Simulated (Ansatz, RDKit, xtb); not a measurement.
# C3H8Ge2S: ranking a sample of isomers, part 1 of 2

Which of a sample of isomers of C3H8Ge2S is the most stable in the gas at 298.15 K, and what are its properties? The sample is small against all isomers, and the most stable one of this formula need not be in it.

Plan: many cheap relaxations first (GFN2-xTB), then density-functional screening, relaxation at PBE0-D3(BJ)/def2-SVP, vibrations (at GFN2-xTB) and a final energy. The numbers are computed, not measured.

## Step 1: Candidates

Isomers were taken from a list of plausible structures; this is a sample, not all of them. That gives 4 candidates.

```csv
label,SMILES,spin
c147,C=[C]1[CH2][GeH2][S][GeH2]1,singlet
c340,CC#[C][GeH2][GeH2][SH],singlet
c385,C1=[CH][GeH2][S][GeH2][CH2]1,singlet
c538,CC#[C][GeH2][S][GeH3],singlet
```

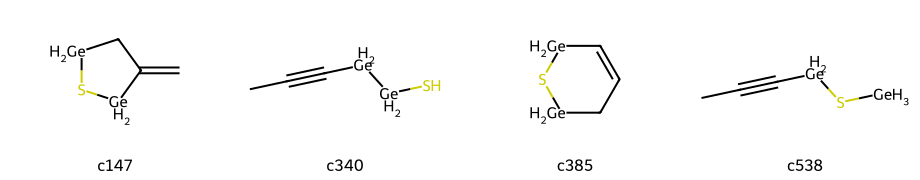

Structural formulas of the candidates.

Candidates are built by distance geometry, with a force field where one applies, in up to four conformers (letters a to d).

## Step 2: Search with GFN2-xTB

All 5 starts are relaxed the same way. One of them, c147a (taken from a list of plausible isomers, embedded by distance geometry and UFF), in full:

start.xyz reads:

```xyz
14
c147a
C      0.490285     2.305933    -1.048006
C     -0.129941     1.524400    -0.173355
C      0.143301     0.071618    -0.097288
Ge    -0.729227    -0.670355     1.537769
Ge    -1.422028     2.304769     1.005927
S     -2.375706     0.618035     2.064164
H      0.307754     3.347151    -1.135324
H      1.236471     1.878879    -1.778274
H      1.218199    -0.153224    -0.059622
H     -0.290680    -0.421557    -1.005950
H      0.331335    -0.703475     2.620066
H     -1.232320    -2.093740     1.202513
H     -2.523771     3.071128     0.205827
H     -0.761653     3.286313     1.987545
```

Run with:

```bash
$ xtb start.xyz --gfn 2 --opt
```

What it wrote (excerpt; [...] marks lines left out):

```text
* xtb version 6.7.1
[...]
          :  # basis functions                  50          :
[...]
          :  # electrons                        34          :
[...]
          :  Hamiltonian                  GFN2-xTB          :
[...]
          :  net charge                          0          :
          :  unpaired electrons                  0          :
[...]
   *** convergence criteria satisfied after 14 iterations ***
[...]
   *** GEOMETRY OPTIMIZATION CONVERGED AFTER 22 ITERATIONS ***
[...]
   *** convergence criteria satisfied after 3 iterations ***
[...]
         ::                     SUMMARY                     ::
         :::::::::::::::::::::::::::::::::::::::::::::::::::::
         :: total energy             -17.605897797752 Eh    ::
         :: gradient norm              0.000980158623 Eh/a0 ::
         :: HOMO-LUMO gap              3.810290451170 eV    ::
         ::.................................................::
         :: SCC energy               -17.786527361689 Eh    ::
         :: -> isotropic ES           -0.000260897823 Eh    ::
         :: -> anisotropic ES          0.001960159124 Eh    ::
         :: -> anisotropic XC          0.009770639524 Eh    ::
         :: -> dispersion             -0.012560961140 Eh    ::
         :: repulsion energy           0.180629563937 Eh    ::
         :: add. restraining           0.000000000000 Eh    ::
         :: total charge               0.000000000000 e     ::
         :::::::::::::::::::::::::::::::::::::::::::::::::::::
[...]
        17        2.0000           -0.3757315             -10.2242 (HOMO)
        18                         -0.2357059              -6.4139 (LUMO)
[...]
     #   Z          covCN         q      C6AA      α(0)
     1   6          2.861    -0.089    30.215     9.010
     2   6          2.882    -0.037    28.928     8.817
     3   6          3.732    -0.094    22.398     6.755
     4  32          3.780     0.191   167.751    23.247
     5  32          3.791     0.189   167.789    23.249
     6  16          1.775    -0.296   153.864    20.878
     7   1          0.926     0.044     2.393     2.419
     8   1          0.926     0.040     2.445     2.445
     9   1          0.924     0.043     2.411     2.428
    10   1          0.924     0.053     2.287     2.365
    11   1          0.934    -0.012     3.268     2.826
    12   1          0.935    -0.012     3.278     2.831
    13   1          0.934    -0.010     3.243     2.816
    14   1          0.935    -0.009     3.219     2.805
[...]
     #   Z sym  total        # sym  WBO       # sym  WBO       # sym  WBO
 ---------------------------------------------------------------------------
     1   6      3.992 --     2      1.918     8      0.968     7      0.967
     2   6      3.980 --     1      1.918     3      1.041     5      0.845
     3   6      3.993 --     2      1.041     9      0.959    10      0.941
                             4      0.850
     4  32      3.527 --     6      0.953     3      0.850    12      0.819
                            11      0.818
     5  32      3.511 --     6      0.941     2      0.845    14      0.822
                            13      0.818
     6  16      2.244 --     4      0.953     5      0.941
     7   1      0.998 --     1      0.967
     8   1      0.998 --     1      0.968
     9   1      0.998 --     3      0.959
    10   1      0.997 --     3      0.941
[...]
molecular dipole:
                 x           y           z       tot (Debye)
 q only:        0.462      -0.045      -0.740
   full:        0.727      -0.028      -1.141       3.440
molecular quadrupole (traceless):
[...]
          | TOTAL ENERGY              -17.605897797752 Eh   |
          | GRADIENT NORM               0.000980158623 Eh/α |
          | HOMO-LUMO GAP               3.810290451170 eV   |
           -------------------------------------------------
[...]
```

Wall time 0.18 s (4 threads of Arm Neoverse V1, shared host).

## Step 3: The minima found

5 of the 5 relaxations converged. 5 distinct structures remain:

| label | start | SMILES after | spin | energy (kcal/mol) |
| --- | --- | --- | --- | --- |
| c385a | drawn | C1=[CH][GeH2][S][GeH2][CH2]1 | singlet | 0.0 |
| c147a | drawn | C=[C]1[CH2][GeH2][S][GeH2]1 | singlet | 1.9 |
| c538a | drawn | CC#[C][GeH2][S][GeH3] | singlet | 20.0 |
| c340a | drawn | CC#[C][GeH2][GeH2][SH] | singlet | 27.9 |
| c340b | drawn | CC#[C][GeH2][GeH2][SH] | singlet | 28.3 |

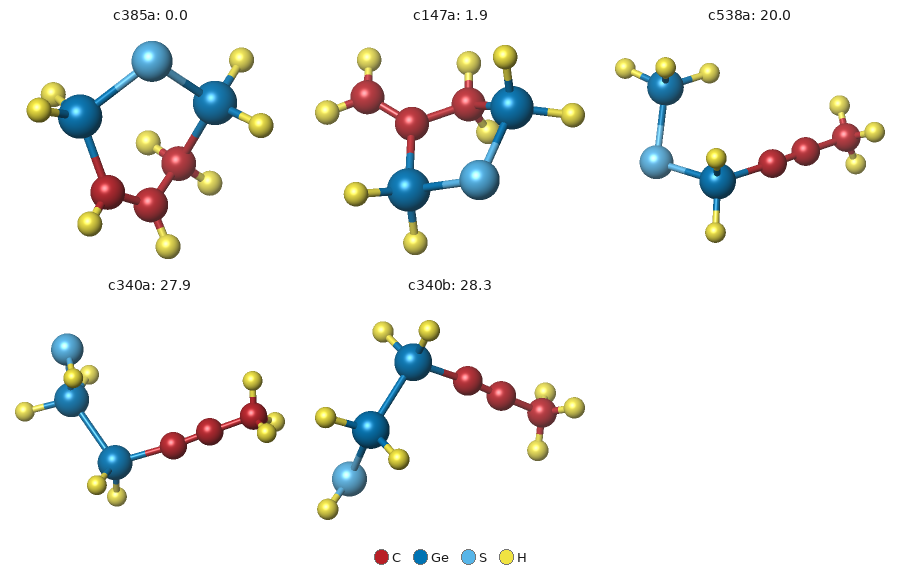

The 5 lowest minima that did not fall apart, with their GFN2-xTB energies in kcal/mol.

## Step 4: Screening with a density functional

A choice of the minima (the low ones first, few conformers of a pattern, up to a cap) and the lowest that fell apart get a single point at r2SCAN-D4/def2-SVP on the tight-binding geometry, and one at HF/STO-3G for comparison. The lowest singlets are also tried as triplets at the same geometry (label ending in t). The first, c385a:

input.yaml reads:

```yaml
crystal:
  periodic: [false, false, false]
  atoms:
    - {symbol: C, position_ang: [-0.403873, 2.405948, 0.787446]}
    - {symbol: C, position_ang: [0.131155, 2.318598, -0.428102]}
    - {symbol: C, position_ang: [-1.293533, 1.362843, 1.359137]}
    - {symbol: Ge, position_ang: [-0.085187, 0.738040, -1.544244]}
    - {symbol: Ge, position_ang: [-0.321772, -0.377729, 1.602207]}
    - {symbol: S, position_ang: [0.495227, -1.051813, -0.339732]}
    - {symbol: H, position_ang: [-0.177647, 3.252594, 1.426793]}
    - {symbol: H, position_ang: [0.789548, 3.099260, -0.782431]}
    - {symbol: H, position_ang: [0.815111, 0.744750, -2.750717]}
    - {symbol: H, position_ang: [-1.509765, 0.538721, -2.022298]}
    - {symbol: H, position_ang: [0.816164, -0.247263, 2.596116]}
    - {symbol: H, position_ang: [-1.254416, -1.444975, 2.139824]}
    - {symbol: H, position_ang: [-1.710714, 1.675725, 2.314667]}
    - {symbol: H, position_ang: [-2.120538, 1.149343, 0.676221]}
basis:
  gaussian: {orbitals: def2-SVP}
scf: {lower_state_search: "off"}
hamiltonian: {xc: {name: r2SCAN}, dispersion: d4}
```

Run with:

```bash
$ ansatz run input.yaml --threads 4 --pin off --max-ram 7830MiB --events-out events.jsonl --progress --plain --runs-dir runs
```

What it wrote (excerpt; [...] marks lines left out):

```text
Warning: RAYON_NUM_THREADS=4 ignored (pool sized by the plan → 4); use --threads N
Functional definition: r2SCAN
  name "r2SCAN"
[...]
1845 factors; their error is unknown
[...]
mean field -127091.18472798 eV, -4670.5148932541 hartree, gradient 6.8e-6 eV, S^2 0.000000; 0 other end points of the search recorded, 0 dependent functions left out
reference -127091.18473998 eV, -4670.5148936953 hartree; 53, 53 occupied and 111, 111 virtual orbitals, 1845 factors
Total energy: -127091.30004737 eV, -4670.5191311636 hartree
Checks for a lower state left out: stability, starts, cluster_reference, orbital_swaps, neighbouring_geometries, increment
```

Run time: 3.3 s. Hardware: 4 threads of Arm Neoverse V1, shared host; peak memory 0.27 GiB.

Relative energies in kcal/mol, each column from its lowest structure that stays in one piece:

```
 label                        SMILES     spin  GFN2-xTB  HF/STO-3G  r2SCAN-D4/def2-SVP
 c385a  C1=[CH][GeH2][S][GeH2][CH2]1  singlet       0.0        0.0                 0.0
 c147a   C=[C]1[CH2][GeH2][S][GeH2]1  singlet       1.9        2.9                 1.6
 c538a         CC#[C][GeH2][S][GeH3]  singlet      20.0       30.2                33.2
 c340a        CC#[C][GeH2][GeH2][SH]  singlet      27.9       37.1                38.8
 c340b        CC#[C][GeH2][GeH2][SH]  singlet      28.3       37.2                39.3
c385at  C1=[CH][GeH2][S][GeH2][CH2]1  triplet         –          –                88.2
c147at   C=[C]1[CH2][GeH2][S][GeH2]1  triplet         –          –                93.5
c538at         CC#[C][GeH2][S][GeH3]  triplet         –          –               145.9
```

## Step 5: Refinement at PBE0-D3(BJ)/def2-SVP

3 candidates are relaxed at PBE0-D3(BJ)/def2-SVP (chosen among the lowest in one piece). The first, c385a:

Changes to input.yaml since step 4:

```diff
@@ -19,3 +19,4 @@
   gaussian: {orbitals: def2-SVP}
+hamiltonian: {xc: {name: PBE0}, dispersion: d3bj}
 scf: {lower_state_search: "off"}
-hamiltonian: {xc: {name: r2SCAN}, dispersion: d4}
+relax: {f_tol: 0.006}
```

Run with:

```bash
$ ansatz run input.yaml --threads 4 --pin off --max-ram 7830MiB --events-out events.jsonl --progress --plain --runs-dir runs
```

What it wrote (excerpt; [...] marks lines left out):

```text
Warning: RAYON_NUM_THREADS=4 ignored (pool sized by the plan → 4); use --threads N
[...]
Functional definition: PBE0
  name "PBE0"
[...]
1784 factors; integrals over basis functions are off by at most 3.1e-4 eV
[...]
mean field -127072.24147008 eV, -4669.8187413664 hartree, gradient 8.2e-6 eV, S^2 0.000000; 0 other end points of the search recorded, 0 dependent functions left out
[...]
reference -127072.24150269 eV, -4669.8187425651 hartree; 53, 53 occupied and 111, 111 virtual orbitals, 1784 factors
relax step   1: F+E_penalty+E_count = -127072.66161436 eV  Δ(F+E_penalty+E_count) = +0.000e0 eV  max|allowed force component| = 7.068e-1 eV/Å  Δτ_max = 0.0000 Å  (15 SCF iters, accepted)
[...]
relax step   4: F+E_penalty+E_count = -127072.73687079 eV  Δ(F+E_penalty+E_count) = -9.314e-4 eV  max|allowed force component| = 4.404e-2 eV/Å  Δτ_max = 0.0164 Å  (15 SCF iters, accepted)
[...]
Atom 5 at     0.397279    -1.081989    -0.355582 Å, force    -0.001024     0.004345     0.002429 eV/Å
Atom 6 at    -0.185533     3.240186     1.416041 Å, force     0.000726    -0.000158    -0.000033 eV/Å
Atom 7 at     0.814415     3.108654    -0.771280 Å, force    -0.000099    -0.000804    -0.002117 eV/Å
Atom 8 at     0.894698     0.751608    -2.753304 Å, force    -0.000437    -0.000420     0.001772 eV/Å
Atom 9 at    -1.532405     0.627925    -2.077909 Å, force     0.002087    -0.000697     0.001426 eV/Å
Atom 10 at     0.878129    -0.150687     2.571112 Å, force    -0.002675    -0.000499    -0.004447 eV/Å
Atom 11 at    -1.264904    -1.441608     2.215587 Å, force     0.001876     0.001546    -0.002143 eV/Å
Atom 12 at    -1.725249     1.639032     2.328466 Å, force    -0.000746    -0.000048     0.000210 eV/Å
Atom 13 at    -2.141605     1.083213     0.695277 Å, force    -0.000915     0.000524     0.000205 eV/Å
Dipole moment:    -0.208501     0.437784     0.220485 e Å
Checks for a lower state left out: stability, starts, cluster_reference, orbital_swaps, neighbouring_geometries, increment
```

It took 52 s on 4 threads of Arm Neoverse V1, shared host; peak memory 0.54 GiB.

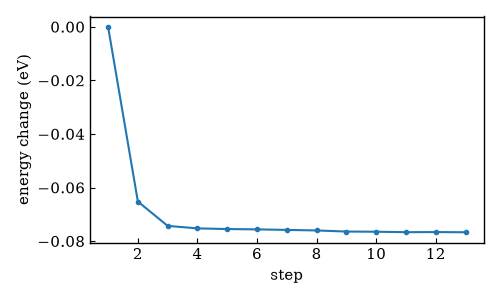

Energy along the run, all evaluated steps.

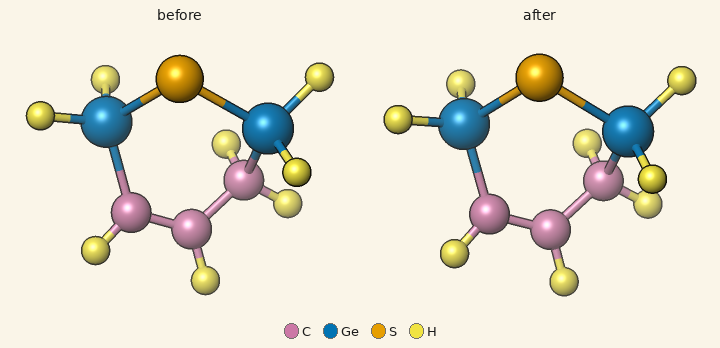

Before and after, at one scale.

After the run. Bond lengths: C1–C2 1.344 Å, C1–C3 1.493 Å, C2–Ge4 1.933 Å, C3–Ge5 1.977 Å, Ge4–S6 2.248 Å, Ge5–S6 2.231 Å, C1–H7 1.098 Å, C2–H8 1.095 Å, Ge4–H9 1.536 Å, Ge4–H10 1.543 Å, Ge5–H11 1.541 Å, Ge5–H12 1.541 Å, C3–H13 1.099 Å, C3–H14 1.103 Å. Some angles: C1–C2–Ge4 121.4°, C2–C1–C3 124.5°, C1–C3–Ge5 111.3°, C2–Ge4–S6 108.3°, C3–Ge5–S6 108.2°, Ge4–S6–Ge5 98.7°, C1–C2–H8 119.2°, Ge4–C2–H8 119.2°, C2–C1–H7 118.9°, C3–C1–H7 116.5°.

## Step 6: The relaxed candidates

```csv
label,spin,r2SCAN-D4/def2-SVP (kcal/mol),"PBE0-D3(BJ)/def2-SVP, relaxed (kcal/mol)",time
c385a,singlet,0.0,0.0,52 s
c147a,singlet,1.6,1.5,65 s
c538a,singlet,33.2,35.2,2 min
```

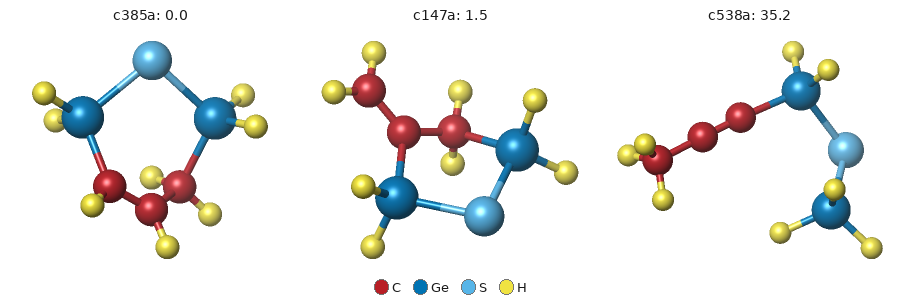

The relaxed structures, with energies at PBE0-D3(BJ)/def2-SVP in kcal/mol.

(Continued in part 2 of 2.)
